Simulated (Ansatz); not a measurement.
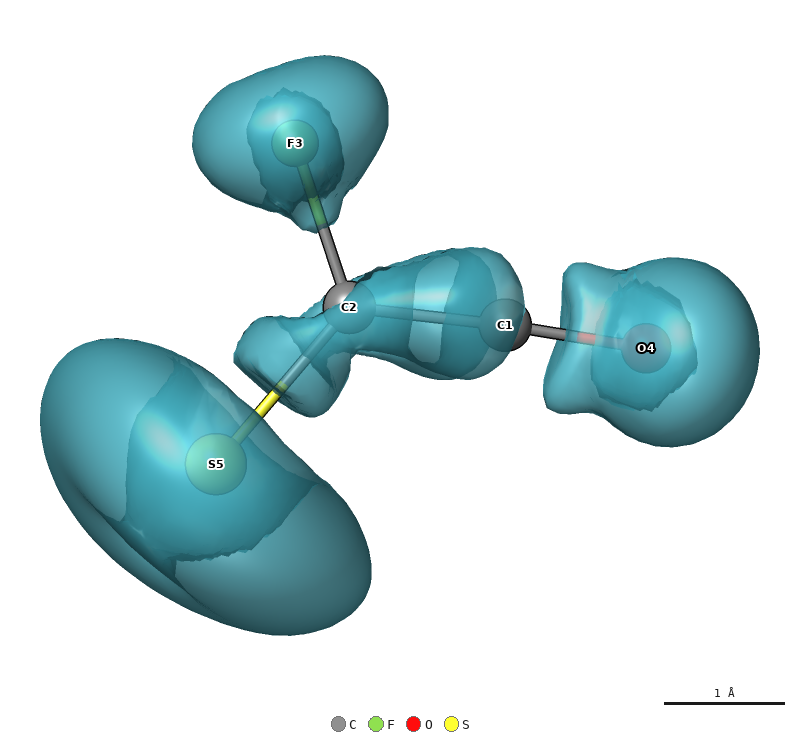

Figure 1: C2FOS (SMILES O=C=C(F)[S-]) (charge −1). Isosurface of the electron localisation function at 0.75 (cyan), seen at a tilt. Only the valence region is drawn (cores and ρ < 0.01 e/Å³ removed).

Geometry: BLYP-D3(BJ)/def2-SVPD.

Level of theory: Ansatz 0.2.0, isolated molecule in a Gaussian basis; Kohn-Sham density functional theory, functional PBE0.

The calculation's input:

```
crystal:
  periodic: [false, false, false]
  atoms:
    - {symbol: C, position_ang: [0.475980, -0.966265, 0.574860]}
    - {symbol: C, position_ang: [0.175721, -1.326604, 1.817895]}
    - {symbol: F, position_ang: [0.603939, -0.394418, 2.843265]}
    - {symbol: O, position_ang: [0.723876, -0.687365, -0.575577]}
    - {symbol: S, position_ang: [-0.661619, -2.786903, 2.237727]}
basis:
  gaussian:
    orbitals: def2-TZVPD
total_charge: -1
hamiltonian:
  xc: pbe0
output: {forces: true, orbitals: {seedname: orbitals}}
```

Command:

```sh
ansatz run input.yaml --threads 2 --pin off --max-ram 4350MiB --events-out events.jsonl --progress --plain --runs-dir runs
```

**Where are the electrons localised?**

The ELF exceeds this value in one region between bonded C–C atoms (shared pairs), one region on F in which the atom's valence shell and bonds are merged, one region on O in which the atom's valence shell and bonds are merged and one ring or bowl of non-bonding electrons around S.

Values along the shortest contacts:
C–O (1.21 Å): the ELF peaks at about 0.85 between the atoms (a short, multiple covalent bond). C–C (1.33 Å): the ELF peaks at about 0.90 between the atoms: a short, multiple covalent bond.
